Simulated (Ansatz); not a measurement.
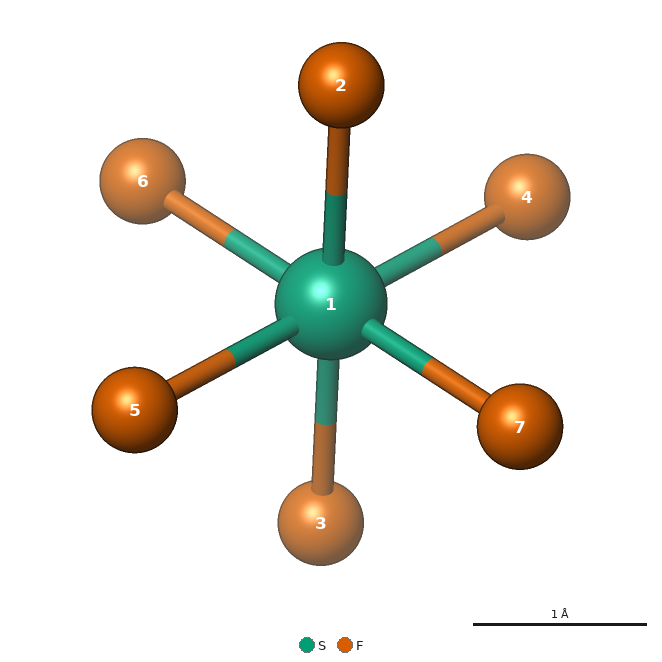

Figure made from data computed with Ansatz.

Orthographic view. Depth is shown by fading: the farther an atom, the more it takes the colour of the background. Geometry: a fixed input geometry, not necessarily a minimum.

List all interatomic distances (Å) as a matrix.

| atom | S1 | F2 | F3 | F4 | F5 | F6 | F7 |
| --- | --- | --- | --- | --- | --- | --- | --- |
| S1 | 0.00 |  |  |  |  |  |  |
| F2 | 1.58 | 0.00 |  |  |  |  |  |
| F3 | 1.58 | 3.16 | 0.00 |  |  |  |  |
| F4 | 1.58 | 2.24 | 2.24 | 0.00 |  |  |  |
| F5 | 1.58 | 2.23 | 2.24 | 3.16 | 0.00 |  |  |
| F6 | 1.58 | 2.24 | 2.23 | 2.23 | 2.24 | 0.00 |  |
| F7 | 1.58 | 2.24 | 2.23 | 2.24 | 2.24 | 3.16 | 0.00 |
